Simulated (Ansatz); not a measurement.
# ClH₃SiZn + H₂: a complex and its separated parts, part 2 of 2

Ansatz 0.2.0, Gaussian basis.

**13. CAM-B3LYP-D4/def2-TZVPP**

The inputs:

parta/in.yaml

```yaml
crystal:
  periodic: [false, false, false]
  atoms:
    - {symbol: Zn, position_ang: [-0.469845, -0.641057, -1.019783]}
    - {symbol: Si, position_ang: [1.151270, -0.710740, 0.679766]}
    - {symbol: Cl, position_ang: [-1.928898, -0.583182, -2.552032]}
    - {symbol: H, position_ang: [0.512228, -0.933002, 2.004940]}
    - {symbol: H, position_ang: [1.909555, 0.568242, 0.734973]}
    - {symbol: H, position_ang: [2.116654, -1.816168, 0.435345]}
basis:
  gaussian: {orbitals: def2-TZVPP}
hamiltonian: {xc: {name: CAM-B3LYP}, dispersion: d4}
```

partb/in.yaml

```yaml
crystal:
  periodic: [false, false, false]
  atoms:
    - {symbol: H, position_ang: [-1.432855, 2.147290, 0.151618]}
    - {symbol: H, position_ang: [-1.858109, 1.968417, -0.434827]}
basis:
  gaussian: {orbitals: def2-TZVPP}
hamiltonian: {xc: {name: CAM-B3LYP}, dispersion: d4}
```

Each run has its own folder and the same command.

Command:

```sh
$ ansatz run in.yaml --threads 4 --pin off --events-out ev --progress --plain --max-ram 9574MiB
```

parta printed, cut to the lines that bear on the results:

```text
Functional definition: CAM-B3LYP
  name "CAM-B3LYP"
  cite "Yanai, Tew & Handy, Chem. Phys. Lett. 393, 51 (2004) doi:10.1016/j.cplett.2004.06.011"
  cite "Iikura, Tsuneda, Yanai & Hirao, J. Chem. Phys. 115, 3540 (2001) doi:10.1063/1.1383587"
  cite "Becke, Phys. Rev. A 38, 3098 (1988) doi:10.1103/PhysRevA.38.3098"
  cite "Lee, Yang & Parr, Phys. Rev. B 37, 785 (1988) doi:10.1103/PhysRevB.37.785"
[...]
1327 factors; their error is unknown
238 factors; integrals over basis functions are off by at most 3.9e-5 eV
[...]
mean field -68874.79227645 eV, -2531.1019311487 hartree, gradient 7.3e-5 eV, S^2 0.000000; 0 other end points of the search recorded, 0 dependent functions left out
reference -68874.79240520 eV, -2531.1019358802 hartree; 32, 32 occupied and 158, 158 virtual orbitals, 1327 factors
Total energy: -68874.89038426 eV, -2531.1055365441 hartree
```

partb printed, cut to the lines that bear on the results:

```text
[... 6 set-up lines as earlier in the session ...]
[...]
  # Exact exchange under (alpha + beta erf(omega r))/r, Becke's under what is left of 1/r.
[...]
118 factors; their error is unknown
42 factors; integrals over basis functions are off by at most 6.3e-5 eV
[...]
mean field -31.88030427 eV, -1.1715795727 hartree, gradient 6.4e-5 eV, S^2 0.000000; 0 other end points of the search recorded, 0 dependent functions left out
reference -31.88037421 eV, -1.1715821429 hartree; 1, 1 occupied and 27, 27 virtual orbitals, 118 factors
Total energy: -31.88188761 eV, -1.1716377593 hartree
```

They took 4.6 s (parta), 0.36 s (partb) on 4 threads of Intel Xeon at 2.50GHz, shared host.

**14. wB97X-V/def2-TZVPP**

The same edit goes into each in.yaml of step 13 (parta, partb):

```diff
-hamiltonian: {xc: {name: CAM-B3LYP}, dispersion: d4}
+hamiltonian: {xc: {name: wB97X-V}}
```

Each run has its own folder and the same command.

Command:

```sh
$ ansatz run in.yaml --threads 4 --pin off --events-out ev --progress --plain --max-ram 9574MiB
```

Log of parta, cut to the lines that bear on the results:

```text
Functional definition: wB97X-V
  name "wB97X-V"
  cite "Mardirossian & Head-Gordon, Phys. Chem. Chem. Phys. 16, 9904 (2014) doi:10.1039/C3CP54374A"
[... 2 set-up lines as earlier in the session ...]
[...]
      + integral(e_c_pw_opposite_spin*poly(b97_u_opposite, cos0, cos1)) + vv10(b, c)
1314 factors; their error is unknown
223 factors; integrals over basis functions are off by at most 2.9e-5 eV
[...]
mean field -68863.52128521 eV, -2530.6877298602 hartree, gradient 2.3e-5 eV, S^2 0.000000; 0 other end points of the search recorded, 0 dependent functions left out
reference -68863.52128303 eV, -2530.6877297800 hartree; 32, 32 occupied and 158, 158 virtual orbitals, 1314 factors
Total energy: -68863.52128303 eV, -2530.6877297800 hartree
```

Log of partb, cut to the lines that bear on the results:

```text
[... 5 set-up lines as earlier in the session ...]
[...]
      + integral(e_c_pw_opposite_spin*poly(b97_u_opposite, cos0, cos1)) + vv10(b, c)
118 factors; their error is unknown
42 factors; integrals over basis functions are off by at most 3.0e-5 eV
[...]
mean field -31.90860113 eV, -1.1726194631 hartree, gradient 8.8e-5 eV, S^2 0.000000; 0 other end points of the search recorded, 0 dependent functions left out
reference -31.90860013 eV, -1.1726194264 hartree; 1, 1 occupied and 27, 27 virtual orbitals, 118 factors
Total energy: -31.90860013 eV, -1.1726194264 hartree
```

Times: 8.5 s (parta), 0.41 s (partb) on 4 threads of Intel Xeon at 2.50GHz, shared host.

**15. wB97M-V/def2-TZVPP**

The same edit goes into each in.yaml of step 14 (parta, partb):

```diff
-hamiltonian: {xc: {name: wB97X-V}}
+hamiltonian: {xc: {name: wB97M-V}}
```

The same command starts each run, in its folder.

Command:

```sh
$ ansatz run in.yaml --threads 4 --pin off --events-out ev --progress --plain --max-ram 9574MiB
```

parta printed, cut to the lines that bear on the results:

```text
Functional definition: wB97M-V
  name "wB97M-V"
  cite "Mardirossian & Head-Gordon, J. Chem. Phys. 144, 214110 (2016) doi:10.1063/1.4952647"
[... 2 set-up lines as earlier in the session ...]
  # Of w^i u^j: cxij and so on, Table III.
[...]
  gx(w, u) = 1 - cx + cx01*u + cx10*w
[...]
      + integral(e_c_pw_mod_opposite_spin*gos(b97_w_opposite, b97_u_opposite)) + vv10(b, c)
1314 factors; their error is unknown
223 factors; integrals over basis functions are off by at most 2.9e-5 eV
[...]
mean field -68867.12852018 eV, -2530.8202933002 hartree, gradient 2.3e-5 eV, S^2 0.000000; 0 other end points of the search recorded, 0 dependent functions left out
reference -68867.12857330 eV, -2530.8202952526 hartree; 32, 32 occupied and 158, 158 virtual orbitals, 1314 factors
Total energy: -68867.12857330 eV, -2530.8202952526 hartree
```

Output in partb, cut to the lines that bear on the results:

```text
[... 5 set-up lines as earlier in the session ...]
  # Of w^i u^j: cxij and so on, Table III.
[...]
  gx(w, u) = 1 - cx + cx01*u + cx10*w
[...]
      + integral(e_c_pw_mod_opposite_spin*gos(b97_w_opposite, b97_u_opposite)) + vv10(b, c)
118 factors; their error is unknown
42 factors; integrals over basis functions are off by at most 3.0e-5 eV
[...]
mean field -31.60111705 eV, -1.1613196315 hartree, gradient 7.3e-6 eV, S^2 0.000000; 0 other end points of the search recorded, 0 dependent functions left out
reference -31.60114131 eV, -1.1613205229 hartree; 1, 1 occupied and 27, 27 virtual orbitals, 118 factors
Total energy: -31.60114131 eV, -1.1613205229 hartree
```

Wall times: 8.6 s (parta), 0.41 s (partb) on 4 threads of Intel Xeon at 2.50GHz, shared host.

**16. B2PLYP/def2-TZVPP**

parta/in.yaml: that of step 15 with these lines changed.

```diff
@@ -11,2 +11,3 @@
   gaussian: {orbitals: def2-TZVPP}
-hamiltonian: {xc: {name: wB97M-V}}
+hamiltonian: {xc: {name: B2PLYP}}
+correlation: {frozen_orbitals: {Cl: 5, H: 0, Si: 5, Zn: 9}}
```

partb/in.yaml: that of step 15 with these lines changed.

```diff
@@ -7,2 +7,2 @@
   gaussian: {orbitals: def2-TZVPP}
-hamiltonian: {xc: {name: wB97M-V}}
+hamiltonian: {xc: {name: B2PLYP}}
```

The same command starts each run, in its folder.

Command:

```sh
$ ansatz run in.yaml --threads 4 --pin off --events-out ev --progress --plain --max-ram 9574MiB
```

Output in parta, cut to the lines that bear on the results:

```text
Functional definition: B2PLYP
  name "B2PLYP"
  cite "Grimme, J. Chem. Phys. 124, 034108 (2006) doi:10.1063/1.2148954"
[... 2 set-up lines as earlier in the session ...]
[...]
1169 factors; integrals over basis functions are off by at most 8.2e-4 eV
[...]
mean field -68849.50440695 eV, -2530.1726190851 hartree, gradient 2.1e-6 eV, S^2 0.000000; 0 other end points of the search recorded, 0 dependent functions left out
19 core orbitals not correlated: weight in the atoms' cores, before any rotation towards them, 1.000 or more for the frozen orbitals, at most 0.000 for the correlated occupied ones
reference -68849.50457376 eV, -2530.1726252152 hartree; 13, 13 occupied and 158, 158 virtual orbitals, 1169 factors
second order -26.59392712 eV of doubles, -0.00000000 eV of singles
Total energy: -68856.68493408 eV, -2530.4364985900 hartree
```

Output in partb, cut to the lines that bear on the results:

```text
[... 5 set-up lines as earlier in the session ...]
[...]
145 factors; integrals over basis functions are off by at most 7.3e-4 eV
[...]
mean field -31.55849486 eV, -1.1597532949 hartree, gradient 1.0e-6 eV, S^2 0.000000; 0 other end points of the search recorded, 0 dependent functions left out
reference -31.55858427 eV, -1.1597565808 hartree; 1, 1 occupied and 27, 27 virtual orbitals, 145 factors
second order -1.02366199 eV of doubles, -0.00000000 eV of singles
Total energy: -31.83497301 eV, -1.1699136796 hartree
```

Wall times: 6 s (parta), 0.26 s (partb) on 4 threads of Intel Xeon at 2.50GHz, shared host.

**17. PBE-QIDH/def2-TZVPP**

Each input of step 16 (parta, partb) changes in the same lines:

```diff
-hamiltonian: {xc: {name: B2PLYP}}
+hamiltonian: {xc: {name: PBE-QIDH}}
```

One command serves all of them, each in its own folder.

Command:

```sh
$ ansatz run in.yaml --threads 4 --pin off --events-out ev --progress --plain --max-ram 9574MiB
```

parta printed, cut to the lines that bear on the results:

```text
Functional definition: PBE-QIDH
  name "PBE-QIDH"
  cite "Brémond, Sancho-García, Pérez-Jiménez & Adamo, J. Chem. Phys. 141, 031101 (2014) doi:10.1063/1.4890314"
[... 1 set-up line as earlier in the session ...]
[...]
1169 factors; integrals over basis functions are off by at most 8.2e-4 eV
[...]
mean field -68837.34219151 eV, -2529.7256659116 hartree, gradient 2.4e-6 eV, S^2 0.000000; 0 other end points of the search recorded, 0 dependent functions left out
19 core orbitals not correlated: weight in the atoms' cores, before any rotation towards them, 1.000 or more for the frozen orbitals, at most 0.000 for the correlated occupied ones
reference -68837.34220486 eV, -2529.7256664021 hartree; 13, 13 occupied and 158, 158 virtual orbitals, 1169 factors
second order -24.82589141 eV of doubles, -0.00000000 eV of singles
Total energy: -68845.61750199 eV, -2530.0297779627 hartree
```

Log of partb, cut to the lines that bear on the results:

```text
[... 4 set-up lines as earlier in the session ...]
[...]
145 factors; integrals over basis functions are off by at most 7.3e-4 eV
[...]
mean field -31.52725454 eV, -1.1586052344 hartree, gradient 1.4e-6 eV, S^2 0.000000; 0 other end points of the search recorded, 0 dependent functions left out
reference -31.52726096 eV, -1.1586054703 hartree; 1, 1 occupied and 27, 27 virtual orbitals, 145 factors
second order -0.95920399 eV of doubles, -0.00000000 eV of singles
Total energy: -31.84699562 eV, -1.1703555025 hartree
```

Times: 6.5 s (parta), 0.3 s (partb) on 4 threads of Intel Xeon at 2.50GHz, shared host.

**18. RPA on PBE/def2-TZVPP**

parta/in.yaml: that of step 17 with these lines changed.

```diff
@@ -11,3 +11,3 @@
   gaussian: {orbitals: def2-TZVPP}
-hamiltonian: {xc: {name: PBE-QIDH}}
-correlation: {frozen_orbitals: {Cl: 5, H: 0, Si: 5, Zn: 9}}
+hamiltonian: {xc: pbe}
+correlation: {method: rpa, frozen_orbitals: {Cl: 5, H: 0, Si: 5, Zn: 9}}
```

partb/in.yaml: that of step 17 with these lines changed.

```diff
@@ -7,2 +7,3 @@
   gaussian: {orbitals: def2-TZVPP}
-hamiltonian: {xc: {name: PBE-QIDH}}
+hamiltonian: {xc: pbe}
+correlation: {method: rpa}
```

Each run has its own folder and the same command.

Command:

```sh
$ ansatz run in.yaml --threads 4 --pin off --events-out ev --progress --plain --max-ram 9574MiB
```

Output in parta, cut to the lines that bear on the results:

```text
[... 4 set-up lines as earlier in the session ...]
[...]
1169 factors; integrals over basis functions are off by at most 8.2e-4 eV
[...]
mean field -68854.58563454 eV, -2530.3593507551 hartree, gradient 3.0e-6 eV, S^2 0.000000; 0 other end points of the search recorded, 0 dependent functions left out
19 core orbitals not correlated: weight in the atoms' cores, before any rotation towards them, 1.000 or more for the frozen orbitals, at most 0.000 for the correlated occupied ones
reference -68790.35703236 eV, -2527.9989931606 hartree; 13, 13 occupied and 158, 158 virtual orbitals, 1169 factors
Total energy: -68823.17028978 eV, -2529.2048581291 hartree
```

Log of partb, cut to the lines that bear on the results:

```text
[... 4 set-up lines as earlier in the session ...]
[...]
145 factors; integrals over basis functions are off by at most 7.3e-4 eV
[...]
mean field -31.73221551 eV, -1.1661374110 hartree, gradient 1.4e-6 eV, S^2 0.000000; 0 other end points of the search recorded, 0 dependent functions left out
reference -30.80640539 eV, -1.1321145169 hartree; 1, 1 occupied and 27, 27 virtual orbitals, 145 factors
Total energy: -32.86230537 eV, -1.2076674475 hartree
```

Times: 4.6 s (parta), 0.25 s (partb) on 4 threads of Intel Xeon at 2.50GHz, shared host.

**19. CCSD(T)/def2-TZVPP**

parta/in.yaml: that of step 18 with these lines changed.

```diff
@@ -11,3 +11,2 @@
   gaussian: {orbitals: def2-TZVPP}
-hamiltonian: {xc: pbe}
-correlation: {method: rpa, frozen_orbitals: {Cl: 5, H: 0, Si: 5, Zn: 9}}
+correlation: {method: ccsd_t, frozen_orbitals: {Cl: 5, H: 0, Si: 5, Zn: 9}}
```

partb/in.yaml: that of step 18 with these lines changed.

```diff
@@ -7,3 +7,2 @@
   gaussian: {orbitals: def2-TZVPP}
-hamiltonian: {xc: pbe}
-correlation: {method: rpa}
+correlation: {method: ccsd_t}
```

Each run has its own folder and the same command.

Command:

```sh
$ ansatz run in.yaml --threads 4 --pin off --events-out ev --progress --plain --max-ram 9574MiB
```

Log of parta, cut to the lines that bear on the results:

```text
Functional definition: HF
  name "HF"
  cite "Fock, Z. Phys. 61, 126 (1930) doi:10.1007/BF01340294"
[... 1 set-up line as earlier in the session ...]
[...]
1169 factors; integrals over basis functions are off by at most 8.2e-4 eV
[...]
mean field -68792.17221293 eV, -2528.0656998160 hartree, gradient 2.9e-6 eV, S^2 0.000000; 0 other end points of the search recorded, 0 dependent functions left out
19 core orbitals not correlated: weight in the atoms' cores, before any rotation towards them, 1.000 or more for the frozen orbitals, at most 0.000 for the correlated occupied ones
reference -68792.17221293 eV, -2528.0656998160 hartree; 13, 13 occupied and 158, 158 virtual orbitals, 1169 factors
second order -22.29134227 eV of doubles, -0.00000000 eV of singles
cycle   1  -21.34082541 eV  change    9.5e-1 eV  update   1.2e-1
[...]
cycle  10  -22.11846351 eV  change   -2.6e-5 eV  update   7.5e-6
perturbative correction -0.74891044 eV, -0.0275219511 hartree
Total energy: -68815.03958688 eV, -2528.9060603089 hartree
```

Output in partb, cut to the lines that bear on the results:

```text
[... 4 set-up lines as earlier in the session ...]
[...]
145 factors; integrals over basis functions are off by at most 7.3e-4 eV
[...]
mean field -30.82770903 eV, -1.1328974112 hartree, gradient 4.3e-7 eV, S^2 0.000000; 0 other end points of the search recorded, 0 dependent functions left out
reference -30.82770903 eV, -1.1328974112 hartree; 1, 1 occupied and 27, 27 virtual orbitals, 145 factors
second order -0.86257391 eV of doubles, -0.00000000 eV of singles
cycle   1  -1.00722844 eV  change   -1.4e-1 eV  update   2.6e-2
[...]
cycle   7  -1.07307611 eV  change    5.7e-7 eV  update   4.1e-7
perturbative correction 0.00000000 eV, 0.0000000000 hartree
Total energy: -31.90078514 eV, -1.1723322307 hartree
```

They took 41 s (parta), 0.3 s (partb) on 4 threads of Intel Xeon at 2.50GHz, shared host; peak memory 1.8 GiB.

**20. Vibrations of ClH₃SiZn**

vib-parta/in.yaml reads:

```yaml
crystal:
  periodic: [false, false, false]
  atoms:
    - {symbol: Zn, position_ang: [-0.469845, -0.641057, -1.019783]}
    - {symbol: Si, position_ang: [1.151270, -0.710740, 0.679766]}
    - {symbol: Cl, position_ang: [-1.928898, -0.583182, -2.552032]}
    - {symbol: H, position_ang: [0.512228, -0.933002, 2.004940]}
    - {symbol: H, position_ang: [1.909555, 0.568242, 0.734973]}
    - {symbol: H, position_ang: [2.116654, -1.816168, 0.435345]}
basis:
  gaussian: {orbitals: def2-TZVP}
hamiltonian: {xc: pbe0, dispersion: d4}
phonons: {temperatures: {t_min: 298.15, t_max: 900, t_step: 200}}
```

Command:

```sh
$ ansatz run in.yaml --threads 4 --pin off --events-out ev --progress --plain --max-ram 9574MiB
```

The program printed, cut to the lines that bear on the results:

```text
[... 5 set-up lines as earlier in the session ...]
[...]
1209 factors; their error is unknown
[...]
mean field -68856.92928097 eV, -2530.4454781727 hartree, gradient 2.7e-5 eV, S^2 0.000000; 0 other end points of the search recorded, 0 dependent functions left out
[...]
Atom 3 at     0.512228    -0.933002     2.004940 Å, force     0.000285     0.000530    -0.000882 eV/Å
Atom 4 at     1.909555     0.568242     0.734973 Å, force    -0.001069    -0.000641    -0.000301 eV/Å
Atom 5 at     2.116654    -1.816168     0.435345 Å, force     0.001001    -0.000217     0.000638 eV/Å
Dipole moment:     0.300172    -0.011130     0.315644 e Å
Vibrations: 86.80 86.84 294.24 442.58 461.67 461.87 853.61 939.01 939.08 2212.49 2224.52 2224.67 cm⁻¹, zero-point energy 0.696008 eV
```

Wall time 1.7 min (4 threads of Intel Xeon at 2.50GHz, shared host).

Wavenumbers and character of the modes:

```csv
mode,wavenumber (cm⁻¹),character
1,87,bend
2,87,bend
3,294,Zn–Si stretch
4,443,Zn–Cl stretch
5,462,bend
6,462,bend
7,854,bend
8,939,bend
9,939,bend
10,2212,Si–H stretch
11,2225,Si–H stretch
12,2225,Si–H stretch
```

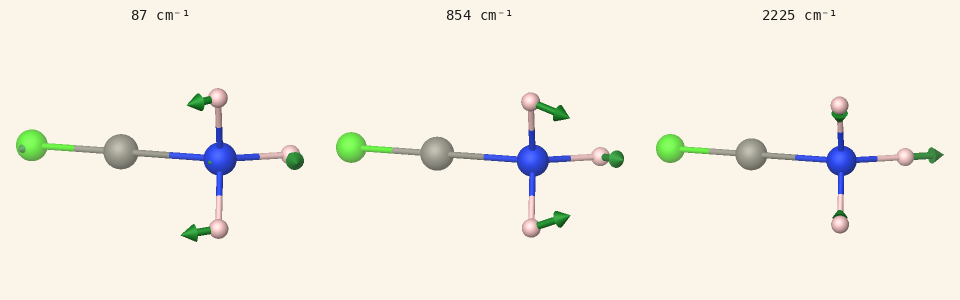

Displacements of 3 modes, as arrows.

Vibrational sums (real modes only):

```csv
T (K),entropy (J/mol/K),heat capacity (J/mol/K)
298,48.8,46.6
498,76.7,62.1
698,99.4,72.1
898,118.4,79.1
```

**21. Vibrations of H₂**

vib-partb/in.yaml reads:

```yaml
crystal:
  periodic: [false, false, false]
  atoms:
    - {symbol: H, position_ang: [-1.432855, 2.147290, 0.151618]}
    - {symbol: H, position_ang: [-1.858109, 1.968417, -0.434827]}
basis:
  gaussian: {orbitals: def2-TZVP}
hamiltonian: {xc: pbe0, dispersion: d4}
phonons: {temperatures: {t_min: 298.15, t_max: 900, t_step: 200}}
```

Command:

```sh
$ ansatz run in.yaml --threads 4 --pin off --events-out ev --progress --plain --max-ram 9574MiB
```

The program printed, cut to the lines that bear on the results:

```text
[... 5 set-up lines as earlier in the session ...]
[...]
88 factors; their error is unknown
[...]
mean field -31.78865271 eV, -1.1682114400 hartree, gradient 1.7e-5 eV, S^2 0.000000; 0 other end points of the search recorded, 0 dependent functions left out
[...]
reference -31.78855980 eV, -1.1682080255 hartree; 1, 1 occupied and 11, 11 virtual orbitals, 88 factors
Total energy: -31.79027513 eV, -1.1682710627 hartree
Atom 0 at    -1.432855     2.147290     0.151618 Å, force    -0.000884    -0.000372    -0.001220 eV/Å
Atom 1 at    -1.858109     1.968417    -0.434827 Å, force     0.000884     0.000372     0.001220 eV/Å
Dipole moment:    -0.000000    -0.000000    -0.000000 e Å
Vibrations: 4414.47 cm⁻¹, zero-point energy 0.273662 eV
```

Wall time 0.76 s (4 threads of Intel Xeon at 2.50GHz, shared host).

Wavenumbers and character of the modes:

```csv
mode,wavenumber (cm⁻¹),character
1,4414,H–H stretch
```

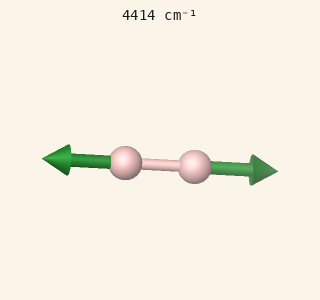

Displacements of 1 modes, as arrows.

Vibrational sums (real modes only):

```csv
T (K),entropy (J/mol/K),heat capacity (J/mol/K)
298,0.0,0.0
498,0.0,0.0
698,0.0,0.1
898,0.1,0.4
```

**22. Complex less separated parts**

The complex's own energies come from single points at the same levels.

Rows are in def2-TZVPP; times add the 3 runs of a level on a shared host, so small differences are noise.

Differences are taken before rounding.

```csv
method,rung,complex less parts (kJ/mol),from CCSD(T) (kJ/mol),time
SPW92,LDA,-7.64,-5.26,4.3 s
PBE-D4,GGA,-4.53,-2.14,5.7 s
BLYP-D4,GGA,-2.44,-0.05,5.8 s
r2SCAN-D4,meta-GGA,-3.59,-1.20,11 s
B97M-V,meta-GGA,-3.66,-1.27,20 s
PBE0-D4,hybrid,-4.37,-1.98,9.8 s
B3LYP-D4,hybrid,-3.18,-0.80,9.1 s
r2SCAN0-D4,hybrid,-3.96,-1.57,14 s
BHLYP-D4,hybrid,-3.77,-1.38,8.9 s
CAM-B3LYP-D4,range-separated hybrid,-3.59,-1.20,11 s
wB97X-V,range-separated hybrid,-3.87,-1.48,19 s
wB97M-V,range-separated hybrid,-3.60,-1.22,20 s
B2PLYP,double hybrid,-0.61,+1.77,16 s
PBE-QIDH,double hybrid,-2.33,+0.06,16 s
RPA on PBE,RPA,-1.25,+1.14,11 s
Hartree-Fock,wavefunction,0.90,+3.29,
MP2,wavefunction,-2.20,+0.19,
CCSD,wavefunction,-2.03,+0.36,
CCSD(T),wavefunction,-2.39,0,2 min
```

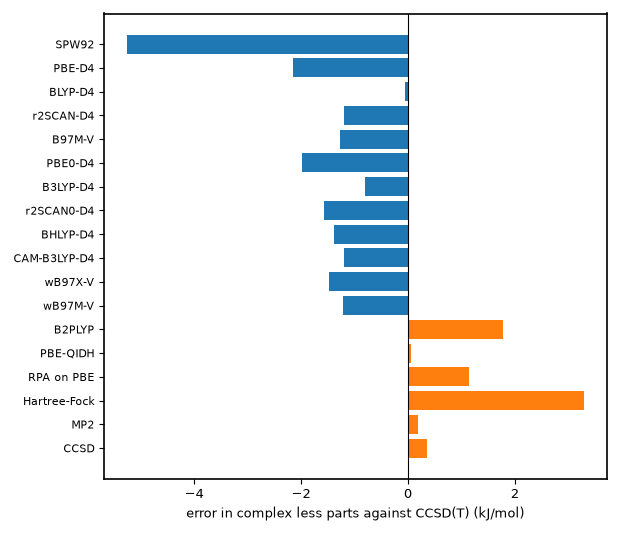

How far each level lands from CCSD(T).

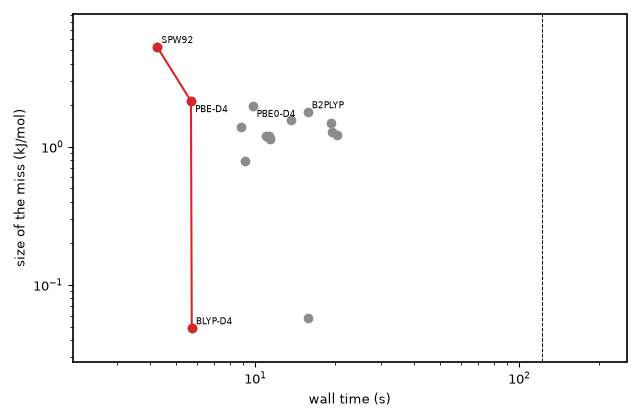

Miss against cost. Red marks the levels that no quicker level drawn beats (of those quicker than the yardstick), and the dashed line is the time of CCSD(T). Only those levels and the largest misses are named. Times are from a shared host.

BLYP-D4 reaches 0.05 kJ/mol from the reference in 5.8 s, where CCSD(T) took 2 min; the quickest level in the cost chart, SPW92, takes 4.3 s and misses by 5.26 kJ/mol.

The complex's zero-point energy, from a separate PBE0-D4 run, is 1.009 eV.

**23. Summary of results**

What follows sums up all 2 parts.

| quantity | value |
| --- | --- |
| complex less parts, CCSD(T)/def2-TZVPP | -2.39 kJ/mol |
| with zero-point energy | +1.38 kJ/mol |
| largest T1 diagnostic | 0.014 |

In words: At CCSD(T) the complex lies 2.39 kJ/mol below its parts. BLYP-D4 is the best functional here (-0.05 kJ/mol from CCSD(T)); SPW92 is the worst (-5.26 kJ/mol). Mean unsigned error by rung: LDA 5.26, GGA 1.10, meta-GGA 1.24, hybrid 1.43, range-separated hybrid 1.30, double hybrid 0.92 kJ/mol. PBE-D4 gives a relative energy 2.14 kJ/mol too low, an error of 90 % of the reference. The complex's frequency run has imaginary modes: the structure is no minimum, so both the energy and the zero-point correction are in doubt. No counterpoise was applied, and triple zeta lacks some correlation, so the CCSD(T) reference has a basis error of its own, and close matches with it are partly luck.
